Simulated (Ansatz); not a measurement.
A series of calculations on CH5B and related structures

## 1. Relaxation

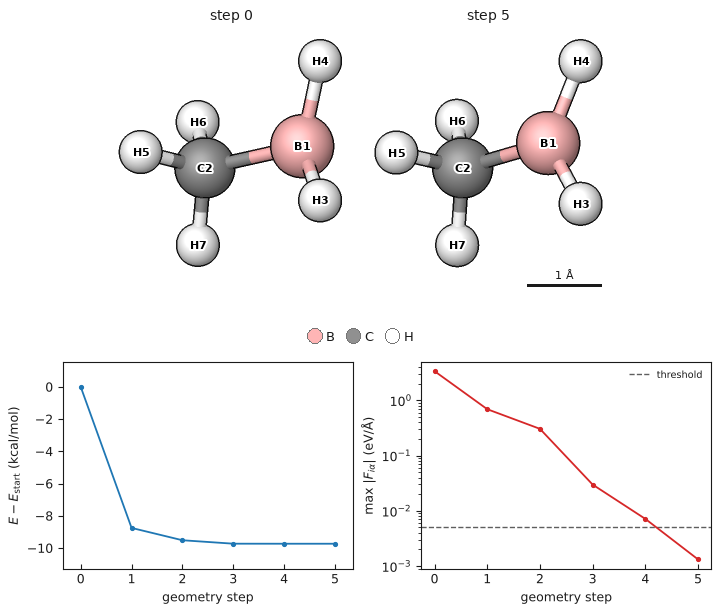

First and last geometry of a relaxation of CH5B, with the history of the run. A ball-and-stick model, seen from a free direction.

It is one of the separated reactants of a reaction.

Theory: Ansatz, RKS PBE0-D4/def2-TZVP. Settings: force threshold 0.005 eV/Å; at most 200 steps.

Question: Read the history and describe the run.

Answer: It converged. The energy falls by 9.73 kcal/mol in 5 geometry steps. The largest force component goes from 3.4 to 0.0013 eV/Å. The atom that moves furthest after the best rigid fit is B1 (0.20 Å). Largest moves by element: B 0.20 Å, H 0.09 Å, C 0.01 Å. Among the contacts that change: B1–C2 1.595 → 1.548 Å, B1–H3 1.213 → 1.199 Å, C2–H5 1.095 → 1.105 Å, C2–H6 1.096 → 1.091 Å. Bond angles that change, for instance: H3–B1–H4 111.9° → 118.1°, B1–C2–H5 108.9° → 103.3°, C2–B1–H3 117.3° → 120.9°.

```
step  E − E(0), kcal/mol  largest force component, eV/Å
   0                0.00                         3.3590
   1               -8.75                         0.6889
   2               -9.52                         0.3040
   3               -9.73                         0.0298
   4               -9.73                         0.0071
   5               -9.73                         0.0013
```

## 2. Relaxation

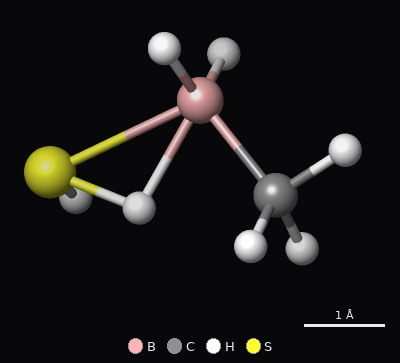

CH₇BS (started from a transition state, displaced along its imaginary mode), before the relaxation. The picture is a ball-and-stick view, seen at a tilt.

The calculation used RKS PBE0-D4/def2-TZVP in Ansatz.

Input file:
```yaml
crystal:
  periodic: [false, false, false]
  atoms:
    - {symbol: B, position_ang: [-0.701484, 0.031013, -0.334364]}
    - {symbol: C, position_ang: [0.818447, 0.203680, -0.724923]}
    - {symbol: H, position_ang: [-1.190915, -1.050659, -0.565082]}
    - {symbol: H, position_ang: [-1.390064, 1.015995, -0.496277]}
    - {symbol: H, position_ang: [0.161387, 0.201995, 0.951633]}
    - {symbol: S, position_ang: [-0.774291, 0.073544, 1.827576]}
    - {symbol: H, position_ang: [0.728245, 0.257861, -1.814435]}
    - {symbol: H, position_ang: [1.336702, 1.122482, -0.402947]}
    - {symbol: H, position_ang: [1.486481, -0.636814, -0.485786]}
    - {symbol: H, position_ang: [-0.474406, -1.219097, 2.044606]}
basis:
  gaussian: {orbitals: def2-TZVP}
hamiltonian: {xc: pbe0, dispersion: d4}
relax: {f_tol: 0.005, max_steps: 200}
```

### Predict the outcome.

Over 12 accepted moves (14 points after the start) the energy falls by 20.8 kcal/mol. Largest force component: 2.3 eV/Å at the start, 0.0035 eV/Å at the end. The line search rejected the trial steps at points 7, 12 of the run. The largest move after the best rigid fit is that of H5, 1.25 Å. Largest moves by element: H 1.25 Å, S 0.37 Å, C 0.15 Å, B 0.09 Å. Among the contacts that change: B1–H5 1.558 → 2.655 Å, B1–S6 2.164 → 2.005 Å, H5–S6 1.288 → 1.347 Å, B1–C2 1.579 → 1.595 Å. Among the angles between lasting bonds that change: B1–S6–H5 45.4° → 103.0°, B1–C2–H7 99.9° → 108.9°, H3–B1–H4 118.1° → 111.9°. Groups turn about B1–S6 by about 40°. The run took about 70 core-seconds on a shared host.

The structure at the end:

```xyz
10

B    -0.7256    0.0173   -0.4151
C     0.8097    0.1019   -0.8402
H    -1.3364   -0.9812   -0.7326
H    -1.3961    1.0189   -0.5497
H    -0.0541    0.7842    2.0360
S    -0.8850   -0.1706    1.5747
H     0.8708    0.1998   -1.9295
H     1.3322    0.9697   -0.4222
H     1.3865   -0.7920   -0.5776
H    -0.0019   -1.1481    1.8562
```

The end point in the same view:

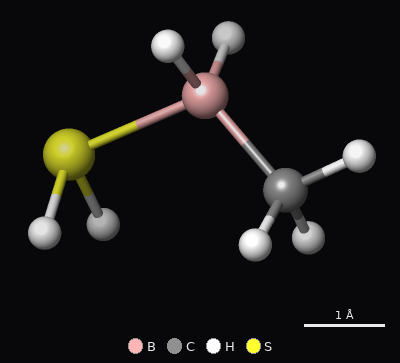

## 3. Reaction

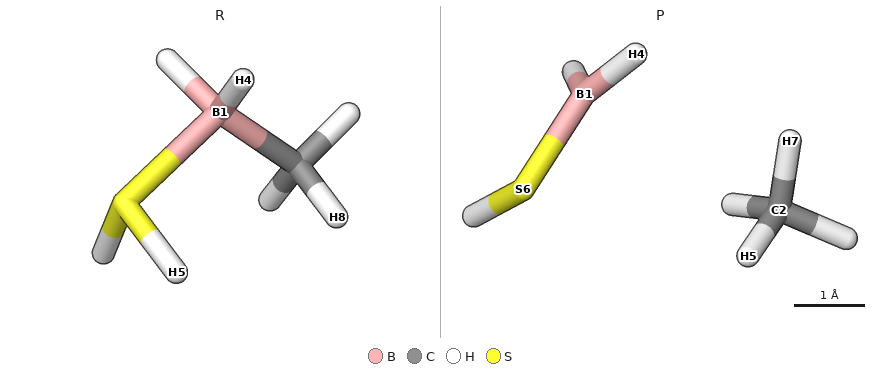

Reactant (R) and product (P) of one elementary step of CH$_{7}$BS. A stick model, seen at a tilt.

Stationary points at PBE0-D4/def2-TZVP, single-point energies with CCSD(T)/CBS, B97M-V, r2SCAN-D4, BHLYP-D4, BLYP-D4, B2PLYP (def2-TZVPP where no basis is named; Ansatz 0.2.0). The energies are electronic, without zero-point or thermal terms, and both ends are the minima reached downhill from the saddle, with any fragments still in contact. CCSD(T)/CBS stands for a frozen-core estimate: MP2 correlation extrapolated from def2-TZVPP and def2-QZVPP, CCSD(T) minus MP2 from the smaller set.

R:
```xyz
10

B    -0.7267    0.0151   -0.4134
C     0.8078    0.0919   -0.8431
H    -1.3406   -0.9849   -0.7198
H    -1.3950    1.0170   -0.5559
H    -0.0470    0.8037    2.0285
S    -0.8814   -0.1534    1.5785
H     0.8664    0.1793   -1.9336
H     1.3334    0.9624   -0.4348
H     1.3831   -0.8008   -0.5735
H     0.0000   -1.1303    1.8671
```

P:
```xyz
10

B    -1.6874   -0.3203    0.2068
C     1.5726    0.5146   -0.7402
H    -1.4312   -1.3433   -0.3446
H    -2.0566    0.6510   -0.3765
H     1.4223    0.9017    0.2671
S    -1.5533   -0.1592    1.9599
H     0.7589    0.8495   -1.3837
H     2.5197    0.8819   -1.1350
H     1.5894   -0.5748   -0.7123
H    -1.1342   -1.4011    2.2587
```

What is the transition state like, and how high is the barrier?

Counted by bonded pieces, R holds CH₇BS and P holds BH₃S + CH₄. From R over the saddle to P, a bond forms: C2–H5 (3.08 → 1.46 → 1.09 Å). Bonds break: B1–C2 (1.60 → 1.73 → 3.50 Å), H5–S6 (1.35 → 1.62 → 3.58 Å). The saddle has one imaginary mode, 947i cm⁻¹. With CCSD(T)/CBS the barrier is 24.6 kcal/mol from R and 40.6 kcal/mol from P, and P lies 16.0 kcal/mol below R.

```tsv
level	barrier from R (kcal/mol)	barrier from P (kcal/mol)	P less R (kcal/mol)
CCSD(T)/CBS	24.6	40.6	−16.0
B97M-V	22.8	39.7	−16.9
r2SCAN-D4	20.8	34.8	−14.0
BHLYP-D4	28.2	45.9	−17.7
BLYP-D4	22.6	39.2	−16.6
B2PLYP	24.6	42.2	−17.6
```

Against CCSD(T)/CBS, B2PLYP comes closest on the barrier from R (+0.1 kcal/mol) and r2SCAN-D4 misses most (−3.8 kcal/mol).

Saddle geometry:

```xyz
10

B    -0.7965    0.0200   -0.2029
C     0.8651    0.2122   -0.6605
H    -1.1721   -1.0500   -0.5731
H    -1.3796    1.0197   -0.5015
H     0.2590    0.2030    0.6680
S    -0.8558    0.0582    1.8330
H     0.6571    0.2530   -1.7318
H     1.3831    1.1388   -0.3996
H     1.5204   -0.6407   -0.4758
H    -0.4807   -1.2141    2.0442
```

The saddle point in the same view, with dashed sticks for the bonds that form or break:

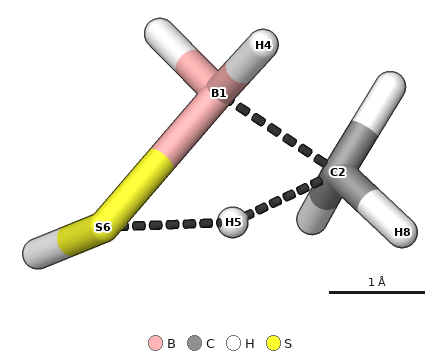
